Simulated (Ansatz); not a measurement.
C$_{4}$H$_{2}$Cl$_{2}$Hf

```yaml
atoms:
  - { symbol: C, position_ang: [1.0144, -2.6857, 0.3096] }
  - { symbol: C, position_ang: [0.6355, -1.6347, -0.1685] }
  - { symbol: Hf, position_ang: [-0.0421, 0.2400, -0.9917] }
  - { symbol: Cl, position_ang: [-1.8939, -0.1434, -2.3448] }
  - { symbol: Cl, position_ang: [1.7008, 1.2344, -2.1665] }
  - { symbol: C, position_ang: [-0.6143, 1.5193, 0.6476] }
  - { symbol: C, position_ang: [-0.9336, 2.2284, 1.5815] }
  - { symbol: H, position_ang: [1.3471, -3.6087, 0.7305] }
  - { symbol: H, position_ang: [-1.2139, 2.8506, 2.4024] }
```

Geometry: PBE0-D4/def2-TZVP; core potentials replace the inner electrons of Hf.

All numbers below come from Ansatz 0.2.0, RKS PBE0-D4/def2-TZVPP.

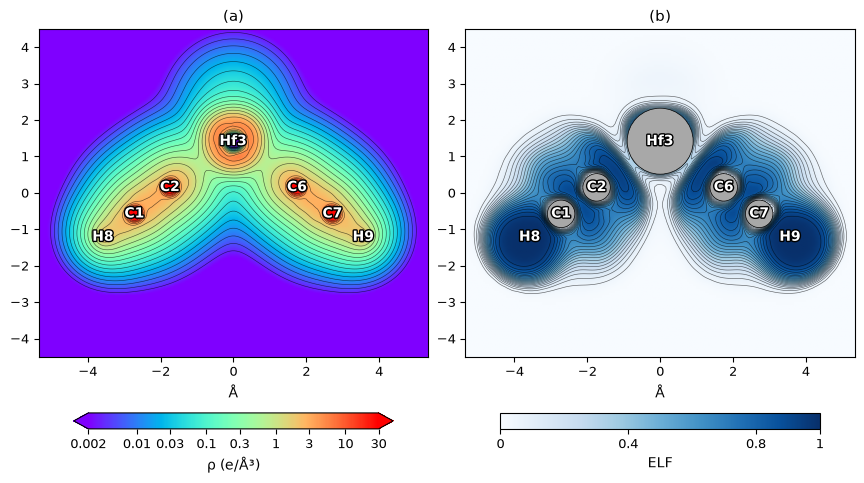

Figure 1. (a) electron density; (b) ELF on the plane of atoms C2, Hf3 and C6. Grey discs cover the atomic cores in the ELF map.

What do the fields say about this system?

Answer. Atoms in the plane: C, Hf and H. C–C (1.22 Å): ρ is about 2.8 e/Å³ halfway; the ELF peaks at about 0.85 between the atoms: a short, multiple covalent bond. C–Hf (2.16 Å): ρ is about 0.71 e/Å³ halfway; the ELF peaks at about 0.95 in the valence shell of C, 0.7 Å from its nucleus, and is about 0.40 at the midpoint. C–H (1.07 Å): the density is about 2.1 e/Å³ at the midpoint; the ELF climbs to about 1 towards the hydrogen, as it does in any bond to H (an ordinary covalent bond to hydrogen).

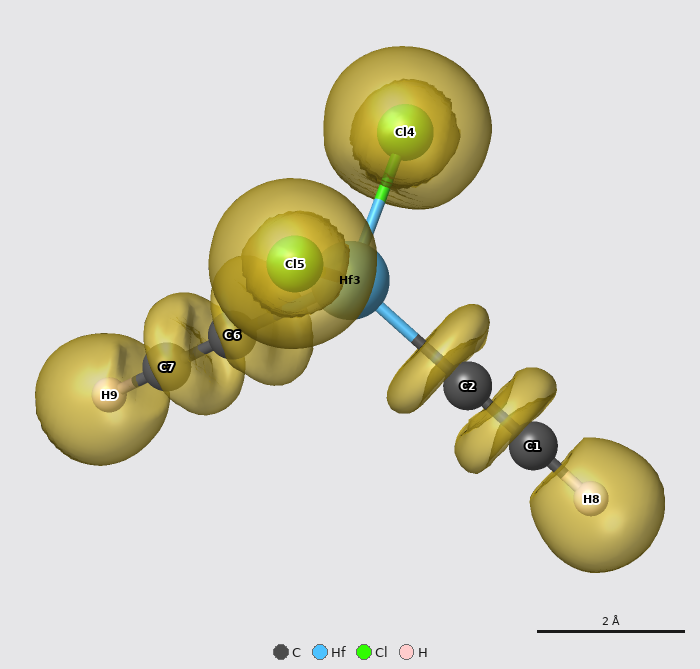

Figure 2. Isosurface of the ELF at 0.8 (yellow), seen at a tilt. Core shells and regions of very low density are left out.

Identify the bonds, lone pairs and shells in this picture.

Answer. The ELF exceeds this value in two regions between bonded C–C atoms (shared pairs), two regions around hydrogen nuclei, two lobes of the valence shell of C pointing towards Hf and two regions wrapped around Cl (the valence shell of each).

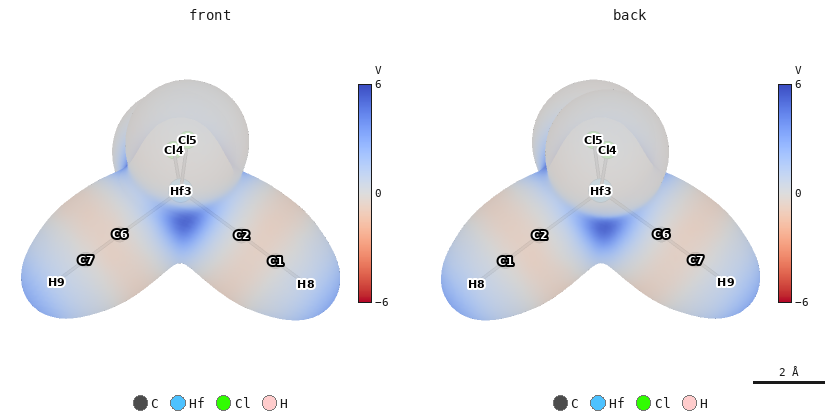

Figure 3. The molecular electrostatic potential painted on the density surface at 0.004 e/bohr³, seen from the front and from behind; the colour scale runs from red (negative) to blue (positive).

Where is the surface potential most negative and most positive?

Answer. The most negative region (about −0.6 V, or −14 kcal/mol for a unit charge) lies over C1, C2, C6 and C7, the most positive (about +5.0 V, or +115 kcal/mol for a unit charge) over Hf3.
